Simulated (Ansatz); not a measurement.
**C$_{2}$Si (quintet): density, localisation and related maps**

The calculation's input:

```
crystal:
  periodic: [false, false, false]
  atoms:
    - {symbol: Si, position_ang: [-0.828584, -0.164574, -0.881091]}
    - {symbol: C, position_ang: [0.513654, -0.576630, 0.470177]}
    - {symbol: C, position_ang: [0.314921, 0.741205, 0.410913]}
basis:
  gaussian: {orbitals: def2-TZVP, initial_orbitals: start.molden}
magnetization: {spin_polarized: true, initial_magnetization: 4}
hamiltonian: {xc: pbe0, dispersion: d4}
output: {orbitals: {seedname: orbitals}}
```

Run with:

```sh
ansatz run in.yaml --threads 4 --pin off --events-out ev --progress --plain --max-ram 3916MiB
```

Geometry: PBE-D4/def2-TZVP.

Theory: Ansatz 0.2.0, UKS PBE0-D4/def2-TZVP.

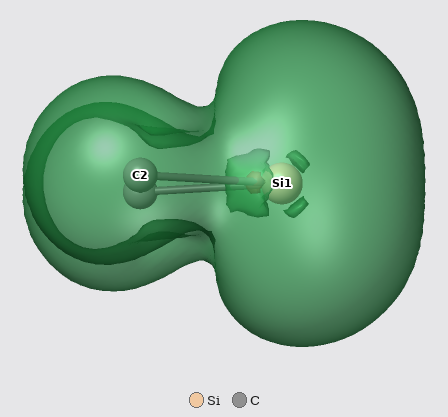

Figure 1. Isosurfaces of the spin density (α minus β) at +0.015 (green) and −0.015 e/Å³ (red), seen from one side.

Describe the spin distribution.

Answer. The unpaired spin (4 electrons) lies mostly on Si1 (about 2.1), C2 (about 0.9) and C3 (about 0.9), in electrons by Hirshfeld's partition.

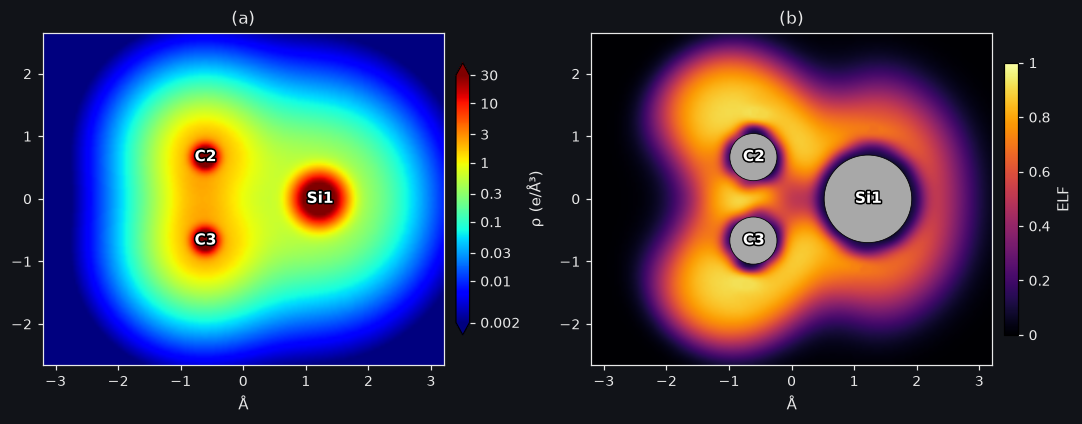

Figure 2. (a) total electron density; (b) ELF on the molecular plane. Grey discs cover the atomic cores in the ELF map.

Describe what can be read from this map.

Answer.
- The section cuts through Si and C sites.
- C–C (1.33 Å): ρ is about 2.2 e/Å³ halfway; the ELF peaks at about 0.85 between the atoms; a short, multiple covalent bond.
- C–Si (1.95 Å): ρ at the midpoint is about 0.69 e/Å³; the ELF peaks at about 0.70 between the atoms.
- The ELF also peaks beside C3 and C2, away from the bonds: non-bonding electrons, paired or unpaired.

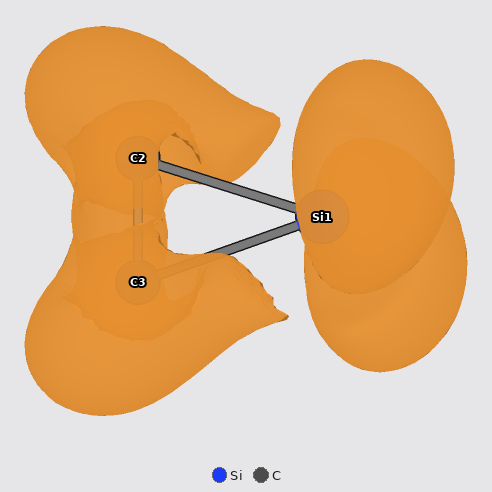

Figure 3. Isosurface of the ELF at 0.75 (orange), seen at a tilt. Core shells and regions of very low density are left out.

Describe the localisation domains.

Answer. The surface consists of one region between bonded C–C atoms (shared pairs) and two lobes on Si, pointing away from the bonds (non-bonding electrons).
